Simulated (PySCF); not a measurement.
## Electronic structure of CH$_{6}$O$_{3}$Si (SMILES OC(O)O[SiH3]) in real space

```xyz
11

C    -0.2503   -0.7738    0.7143
O    -0.2276    0.5962    0.4400
Si   -0.1618    1.1939   -1.1317
O     0.4109   -0.9815    1.9064
O     0.3559   -1.5163   -0.2734
H    -1.3042   -1.1118    0.7572
H     1.1720    0.9727   -1.7632
H    -0.3928    2.6564   -0.9808
H    -1.2286    0.5907   -1.9815
H     0.3597   -0.1538    2.3986
H     1.3051   -1.5000   -0.0855
```

Geometry: PBE0-D3(BJ)/def2-SVP.

Level of theory: PBE0/pcSseg-2, SCF density, gas phase, non-relativistic (PySCF 2.14.0).

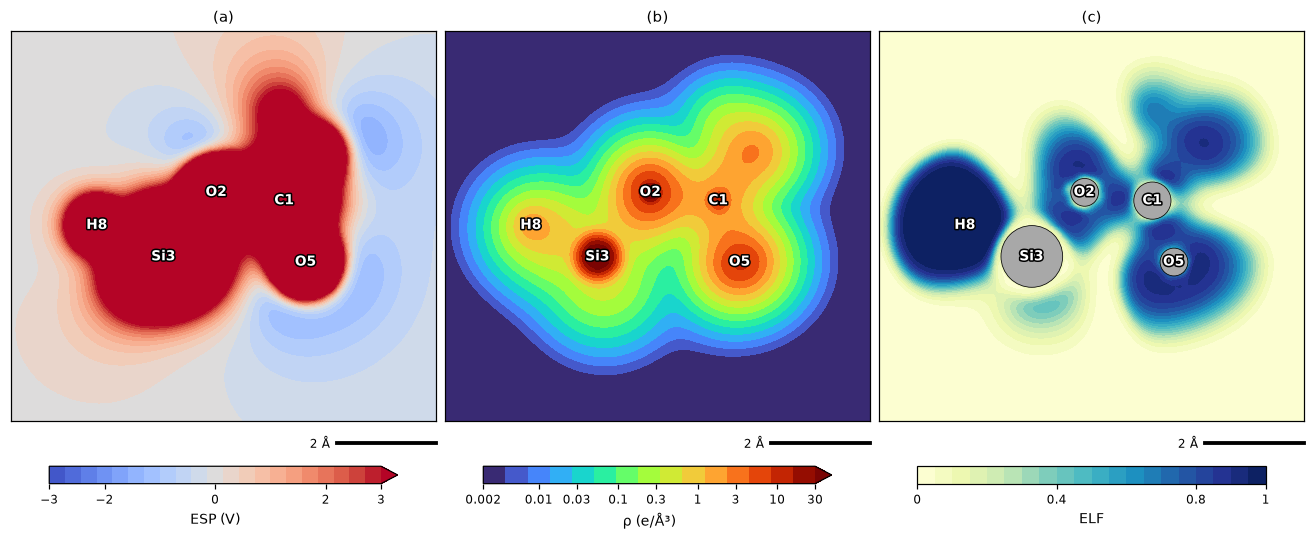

Figure 1. (a) electrostatic potential; (b) total electron density; (c) electron localisation function on the plane of atoms O2, Si3 and H8. Grey discs cover the atomic cores in the ELF map.

> Describe what can be read from this map.

- The plane passes through C, O, Si and H nuclei.
- C–O (1.38 Å): ρ is about 2.3 e/Å³ halfway, with its minimum of 2 e/Å³ about 0.5 Å from C; the ELF peaks at about 0.90 between the atoms (a polar covalent bond).
- Si–O (1.68 Å): ρ is about 1.1 e/Å³ halfway; the ELF peaks at about 0.85 between the atoms: a polar covalent bond.
- Si–H (1.49 Å): ρ is about 0.83 e/Å³ halfway; the ELF climbs to about 1 towards the hydrogen, as it does in any bond to H.
- The ELF also peaks beside O5, O2 and O4, away from the bonds: lone-pair regions.
- Outside the dense part of the molecule the potential is most negative (−1.5 V) near O4, which lies off the plane.

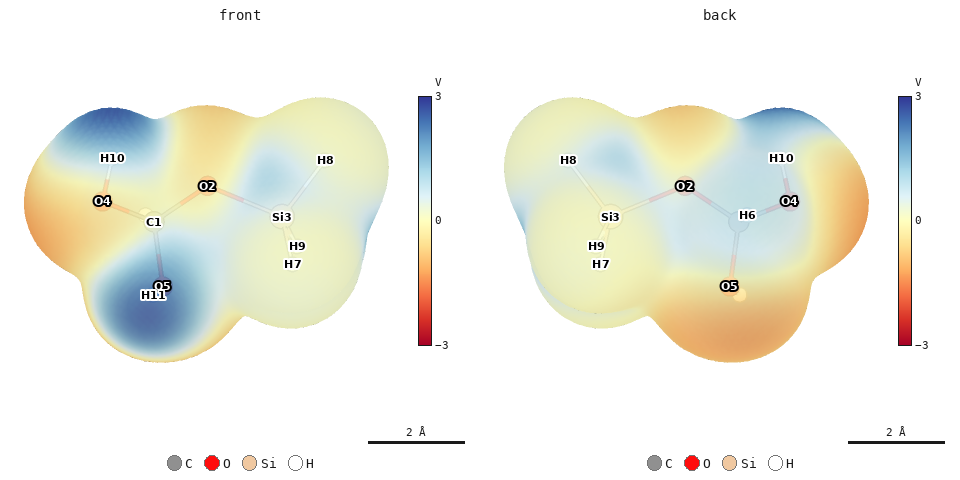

Figure 2. The electrostatic potential painted on the density surface at 0.002 e/bohr³, seen from the front and from behind; the colour scale runs from red (negative) to blue (positive).

> Which sites attract a positive test charge, and which a negative one?

A positive charge is drawn to the negative regions and a negative charge to the positive ones. The most negative region (about −1.2 V, or −28 kcal/mol for a unit charge) lies over O4 and O5, the most positive (about +2.5 V, or +58 kcal/mol for a unit charge) over H10 and H11.

> How polar is the molecule by this calculation?

Its dipole moment is 1.10 D.
